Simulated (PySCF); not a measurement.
# SiF4: electronic excitations at several levels of theory, part 2 of 2

PySCF 2.14.0. Atoms count from 0. Earlier steps stand in the parts before.

## 10. Excited states and response: PBE0/aug-cc-pVDZ

What the job is given:

```
{"job": {"kind": "uv", "xc": "PBE0", "basis": "aug-cc-pVDZ"}, "charge": 0, "multiplicity": 1}
F      1.565375    -0.278422     0.214232
Si     0.018192    -0.021451    -0.019130
F     -0.230652     1.529473    -0.236188
F     -0.798010    -0.515425     1.247494
F     -0.462805    -0.818956    -1.302897
```

Method: TDDFT PBE0/aug-cc-pVDZ, vertical, gas phase, core orbitals frozen in the response.

What it wrote:

```text
coarse grid: 5968 points
cycle   1  E = -688.5278031739  dE =  5.596e-01  |g| = 8.584e-01  |ddm| = 3.974e+00
cycle   2  E = -688.4208962076  dE =  1.069e-01  |g| = 1.210e+00  |ddm| = 2.820e+00
cycle   3  E = -688.6511421636  dE = -2.302e-01  |g| = 2.988e-02  |ddm| = 1.510e+00
cycle   4  E = -688.6512831870  dE = -1.410e-04  |g| = 5.669e-03  |ddm| = 7.564e-02
cycle   5  E = -688.6512888861  dE = -5.699e-06  |g| = 2.879e-04  |ddm| = 1.158e-02
final grid: 58344 points
cycle   6  E = -688.6546581569  dE = -1.624e-05  |g| = 1.027e-03  |ddm| = 2.758e-02
cycle   7  E = -688.6546581215  dE =  3.539e-08  |g| = 1.191e-03  |ddm| = 2.629e-03
cycle   8  E = -688.6546583357  dE = -2.142e-07  |g| = 1.282e-04  |ddm| = 1.470e-03
cycle   9  E = -688.6546583379  dE = -2.238e-09  |g| = 4.595e-05  |ddm| = 1.692e-04
cycle  10  E = -688.6546583382  dE = -2.671e-10  |g| = 1.977e-05  |ddm| = 6.815e-05
converged SCF energy = -688.6546583382

Static polarisability (au): isotropic 22.766, principal 22.757 22.770 22.770

Singlet excitations
state   eV       nm        f      main configurations
  1  10.5211    117.8   0.00000   H->L 0.96
  2  10.5222    117.8   0.00000   H-1->L 0.94
  3  10.5231    117.8   0.00000   H-2->L 0.94
  4  11.5987    106.9   0.18363   H-3->L 0.96
  5  11.6007    106.9   0.18375   H-4->L 0.96
  6  11.6018    106.9   0.18408   H-5->L 0.96
  7  11.6225    106.7   0.00018   H-6->L 0.91
  8  11.6238    106.7   0.00032   H-7->L 0.91
  9  12.3973    100.0   0.00000   H->L+3 0.29, H-2->L+1 0.27, H-1->L+2 0.23
 10  12.4414     99.7   0.00000   H->L+3 0.42, H-2->L+1 0.20, H-1->L+1 0.17

Triplet excitations (Tamm-Dancoff, eV): 10.2017 10.2025 10.2032 10.9871
```

Wall time 6.8 s (1 thread of Arm Neoverse V2, shared host); peak memory 0.5 GiB.

Key values: HOMO -12.84 eV, LUMO -0.69 eV; lowest singlet 10.52 eV.

## 11. TDDFT and polarisability: PBE0/aug-cc-pVTZ

What the job is given:

```
{"job": {"kind": "uv", "xc": "PBE0", "basis": "aug-cc-pVTZ"}, "charge": 0, "multiplicity": 1}
F      1.565375    -0.278422     0.214232
Si     0.018192    -0.021451    -0.019130
F     -0.230652     1.529473    -0.236188
F     -0.798010    -0.515425     1.247494
F     -0.462805    -0.818956    -1.302897
```

Level: TDDFT PBE0/aug-cc-pVTZ, vertical, gas phase, core orbitals frozen in the response.

What it wrote:

```text
coarse grid: 5968 points
cycle   1  E = -688.6687865886  dE =  5.204e-01  |g| = 9.513e-01  |ddm| = 3.560e+00
cycle   2  E = -688.5340554126  dE =  1.347e-01  |g| = 1.397e+00  |ddm| = 2.141e+00
cycle   3  E = -688.8027912082  dE = -2.687e-01  |g| = 2.480e-02  |ddm| = 1.232e+00
cycle   4  E = -688.8028629934  dE = -7.179e-05  |g| = 8.397e-03  |ddm| = 3.358e-02
cycle   5  E = -688.8028720581  dE = -9.065e-06  |g| = 6.007e-04  |ddm| = 9.604e-03
final grid: 58344 points
cycle   6  E = -688.8105183656  dE = -4.138e-05  |g| = 1.742e-03  |ddm| = 4.215e-02
cycle   7  E = -688.8105181718  dE =  1.937e-07  |g| = 2.026e-03  |ddm| = 3.385e-03
cycle   8  E = -688.8105187088  dE = -5.369e-07  |g| = 3.393e-04  |ddm| = 2.092e-03
cycle   9  E = -688.8105187242  dE = -1.545e-08  |g| = 4.106e-05  |ddm| = 3.260e-04
cycle  10  E = -688.8105187244  dE = -2.212e-10  |g| = 5.534e-06  |ddm| = 4.123e-05
converged SCF energy = -688.8105187244

Static polarisability (au): isotropic 23.135, principal 23.126 23.139 23.139

Singlet excitations
state   eV       nm        f      main configurations
  1  10.6139    116.8   0.00000   H->L 0.96
  2  10.6149    116.8   0.00000   H-1->L 0.92
  3  10.6157    116.8   0.00000   H-2->L 0.92
  4  11.7020    106.0   0.18390   H-3->L 0.96
  5  11.7037    105.9   0.18402   H-4->L 0.96
  6  11.7048    105.9   0.18431   H-5->L 0.96
  7  11.7268    105.7   0.00016   H-6->L 0.89
  8  11.7278    105.7   0.00030   H-7->L 0.89
  9  12.3866    100.1   0.00000   H->L+3 0.28, H-2->L+1 0.24, H-1->L+2 0.21
 10  12.4256     99.8   0.00000   H->L+3 0.42, H-1->L+1 0.20, H-2->L+1 0.18

Triplet excitations (Tamm-Dancoff, eV): 10.3182 10.3190 10.3198 11.1255
```

Wall time 18 s (1 thread of Arm Neoverse V2, shared host); peak memory 0.77 GiB.

In short: HOMO -12.82 eV, LUMO -0.61 eV; lowest singlet 10.61 eV.

## 12. TDDFT and polarisability: PBE0/def2-TZVPD

What the job is given:

```
{"job": {"kind": "uv", "xc": "PBE0", "basis": "def2-TZVPD"}, "charge": 0, "multiplicity": 1}
F      1.565375    -0.278422     0.214232
Si     0.018192    -0.021451    -0.019130
F     -0.230652     1.529473    -0.236188
F     -0.798010    -0.515425     1.247494
F     -0.462805    -0.818956    -1.302897
```

Level: TDDFT PBE0/def2-TZVPD, vertical, gas phase, core orbitals frozen in the response.

What it wrote:

```text
coarse grid: 5968 points
cycle   1  E = -688.6882193708  dE =  5.130e-01  |g| = 9.552e-01  |ddm| = 2.074e+00
cycle   2  E = -688.5458842187  dE =  1.423e-01  |g| = 1.412e+00  |ddm| = 1.296e+00
cycle   3  E = -688.8236337197  dE = -2.777e-01  |g| = 2.263e-02  |ddm| = 7.695e-01
cycle   4  E = -688.8236888934  dE = -5.517e-05  |g| = 8.460e-03  |ddm| = 2.716e-02
cycle   5  E = -688.8236976223  dE = -8.729e-06  |g| = 5.128e-04  |ddm| = 5.055e-03
final grid: 58344 points
cycle   6  E = -688.8370210098  dE = -4.154e-05  |g| = 2.643e-03  |ddm| = 1.824e-02
cycle   7  E = -688.8370203767  dE =  6.331e-07  |g| = 3.297e-03  |ddm| = 2.485e-03
cycle   8  E = -688.8370218216  dE = -1.445e-06  |g| = 2.674e-04  |ddm| = 1.633e-03
cycle   9  E = -688.8370218301  dE = -8.452e-09  |g| = 9.619e-05  |ddm| = 1.287e-04
cycle  10  E = -688.8370218313  dE = -1.163e-09  |g| = 2.890e-05  |ddm| = 5.332e-05
cycle  11  E = -688.8370218314  dE = -1.140e-10  |g| = 2.115e-06  |ddm| = 1.134e-05
converged SCF energy = -688.8370218314

Static polarisability (au): isotropic 23.214, principal 23.205 23.218 23.218

Singlet excitations
state   eV       nm        f      main configurations
  1  10.6402    116.5   0.00000   H->L 0.96
  2  10.6412    116.5   0.00000   H-1->L 0.93
  3  10.6421    116.5   0.00000   H-2->L 0.93
  4  11.7534    105.5   0.18338   H-3->L 0.96
  5  11.7552    105.5   0.18348   H-4->L 0.96
  6  11.7562    105.5   0.18375   H-5->L 0.96
  7  11.7794    105.3   0.00015   H-6->L 0.92
  8  11.7806    105.2   0.00028   H-7->L 0.92
  9  12.7010     97.6   0.00000   H->L+3 0.27, H-2->L+1 0.25, H-1->L+2 0.22
 10  12.7734     97.1   0.00000   H->L+3 0.34, H-2->L+1 0.29, H-1->L+1 0.14

Triplet excitations (Tamm-Dancoff, eV): 10.3431 10.3440 10.3447 11.1787
```

It took 15 s on 1 thread of Arm Neoverse V2, shared host; peak memory 0.71 GiB.

This run: HOMO -12.81 eV, LUMO -0.58 eV; lowest singlet 10.64 eV.

## 13. TDDFT and polarisability: PBE0/6-31+G*

What the job is given:

```
{"job": {"kind": "uv", "xc": "PBE0", "basis": "6-31+G*"}, "charge": 0, "multiplicity": 1}
F      1.565375    -0.278422     0.214232
Si     0.018192    -0.021451    -0.019130
F     -0.230652     1.529473    -0.236188
F     -0.798010    -0.515425     1.247494
F     -0.462805    -0.818956    -1.302897
```

With the program's defaults for keys left out, this is: TDDFT PBE0/6-31+G*, vertical, gas phase, core orbitals frozen in the response.

What it wrote:

```text
coarse grid: 5968 points
cycle   1  E = -688.4954489384  dE =  5.225e-01  |g| = 8.347e-01  |ddm| = 2.214e+00
cycle   2  E = -688.3943223116  dE =  1.011e-01  |g| = 1.177e+00  |ddm| = 1.395e+00
cycle   3  E = -688.6123521552  dE = -2.180e-01  |g| = 2.978e-02  |ddm| = 7.701e-01
cycle   4  E = -688.6125074012  dE = -1.552e-04  |g| = 5.187e-03  |ddm| = 2.866e-02
cycle   5  E = -688.6125131559  dE = -5.755e-06  |g| = 2.522e-04  |ddm| = 5.417e-03
final grid: 58344 points
cycle   6  E = -688.6199626322  dE = -1.104e-05  |g| = 1.891e-03  |ddm| = 1.085e-02
cycle   7  E = -688.6199622096  dE =  4.226e-07  |g| = 2.587e-03  |ddm| = 2.591e-03
cycle   8  E = -688.6199632303  dE = -1.021e-06  |g| = 6.324e-05  |ddm| = 1.477e-03
cycle   9  E = -688.6199632303  dE =  5.912e-12  |g| = 6.622e-05  |ddm| = 7.694e-05
cycle  10  E = -688.6199632309  dE = -6.598e-10  |g| = 1.273e-05  |ddm| = 4.310e-05
converged SCF energy = -688.6199632309

Static polarisability (au): isotropic 20.364, principal 20.353 20.369 20.369

Singlet excitations
state   eV       nm        f      main configurations
  1  10.6079    116.9   0.00000   H->L 0.95
  2  10.6089    116.9   0.00000   H-1->L 0.93
  3  10.6098    116.9   0.00000   H-2->L 0.94
  4  11.7414    105.6   0.19025   H-3->L 0.96
  5  11.7433    105.6   0.18997   H-4->L 0.95
  6  11.7445    105.6   0.19100   H-5->L 0.96
  7  11.7532    105.5   0.00082   H-6->L 0.91
  8  11.7546    105.5   0.00156   H-7->L 0.91
  9  12.5872     98.5   0.00000   H-2->L+1 0.27, H->L+3 0.25, H-1->L+2 0.20
 10  12.6448     98.1   0.00000   H->L+3 0.31, H-2->L+1 0.25, H-1->L+1 0.16

Triplet excitations (Tamm-Dancoff, eV): 10.2912 10.2920 10.2927 11.1244
```

Wall time 4.7 s (1 thread of Arm Neoverse V2, shared host); peak memory 0.46 GiB.

Key values: HOMO -12.88 eV, LUMO -0.64 eV; lowest singlet 10.61 eV.

## 14. Run by run: electronic excitations

Excitations and ground-state properties, with basis size and wall time:

| run | lowest singlet (eV) | brightest (eV) | f | gap (eV) | α (Å³) | μ (D) | functions | time |
| --- | --- | --- | --- | --- | --- | --- | --- | --- |
| BHandHLYP/def2-SVPD | 11.86 | 12.97 | 0.243 | 15.23 | 3.18 | 0.01 | 116 | 18 s |
| CAM-B3LYP/def2-SVPD | 10.92 | 12.06 | 0.215 | 14.72 | 3.40 | 0.01 | 116 | 21 s |
| wB97X-D/def2-SVPD | 11.18 | 12.29 | 0.226 | 16.23 | 3.38 | 0.01 | 116 | 21 s |
| LC-wPBE/def2-SVPD | 11.32 | 12.47 | 0.259 | 17.21 | 3.41 | 0.01 | 116 | 28 s |
| PBE0/6-31G* | 10.90 | 12.15 | 0.175 | 12.82 | 2.49 | 0.01 | 74 | 3.2 s |
| PBE0/def2-SVP | 11.08 | 12.29 | 0.167 | 12.98 | 2.34 | 0.01 | 74 | 3.1 s |
| PBE0/def2-TZVP | 11.09 | 12.28 | 0.185 | 12.98 | 3.03 | 0.01 | 161 | 9.3 s |
| PBE0/aug-cc-pVDZ | 10.52 | 11.60 | 0.184 | 12.15 | 3.37 | 0.01 | 119 | 6.8 s |
| PBE0/aug-cc-pVTZ | 10.61 | 11.70 | 0.184 | 12.21 | 3.43 | 0.01 | 234 | 18 s |
| PBE0/def2-TZVPD | 10.64 | 11.76 | 0.184 | 12.24 | 3.44 | 0.01 | 203 | 15 s |
| PBE0/6-31+G* | 10.61 | 11.74 | 0.191 | 12.24 | 3.02 | 0.01 | 94 | 4.7 s |

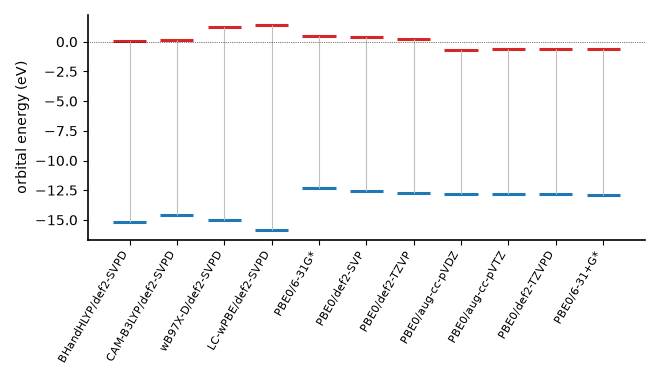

HOMO (blue) and LUMO (red) run by run.

Measured dipole: 0.00 D (gas; NIST CCCBDB Release 22 (SRD 101), experimental dipoles).

Measured polarisability: 3.32 Å³ (gas; NIST CCCBDB Release 22 (SRD 101), experimental polarizabilities).

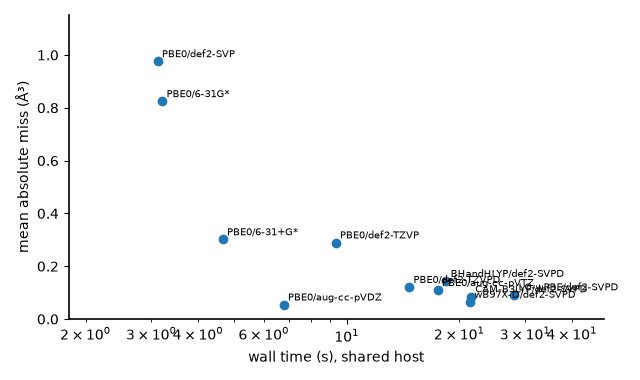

Cost against miss for the measured polarisability.

## 15. Outcome

This closing draws on all 2 parts.

| quantity | value |
| --- | --- |
| point group | Td |
| rotational constants (main isotopes) | 3.97, 3.97, 3.96 GHz |
| lowest singlet (BHandHLYP/def2-SVPD) | 11.86 eV (105 nm), f = 0.000 |
| brightest single state of those computed | state 6, 12.97 eV, f = 0.243 |
| lowest triplet | 11.45 eV |
| range of the lowest singlet | 10.52 to 11.86 eV |

**Reading.** Single values in the summary come from the first run of each kind that ended normally (BHandHLYP/def2-SVPD), which need not be the best level. The start was shaken at random, so part of the energy gained undoes that. Relaxing lowered the energy by 0.274 eV in 9 steps; the close pair that moved most is Si1–F3, from 1.501 to 1.586 Å. No frequency check was run at this level, so the end point may be a saddle. The first singlet state (HOMO→LUMO 0.74, HOMO−1→LUMO 0.14) lies at 11.86 eV and is dark; of the 10 states computed, the strongest absorption comes from states 4 to 8 together at 12.97 eV. The lowest triplet lies 0.41 eV below the lowest singlet (triplets in Tamm-Dancoff, singlets in full TDDFT). The dipole moment, 0.01 D, compares with 0.00 D measured (one conformer here). The polarisability is 4 % below the measured 3.32 Å³. The lowest singlet runs from 10.52 eV (PBE0/aug-cc-pVDZ) to 11.86 eV (BHandHLYP/def2-SVPD), while the orbital gap spans 12.15 to 17.21 eV. The lowest state need not be the same one in every run. For the measured polarisability, PBE0/aug-cc-pVDZ misses least (0.05 Å³, 6.8 s) and PBE0/def2-SVP most (0.98 Å³, 3.1 s). One molecule ranks no method: errors cancel, and vibration and temperature are missing from all runs.
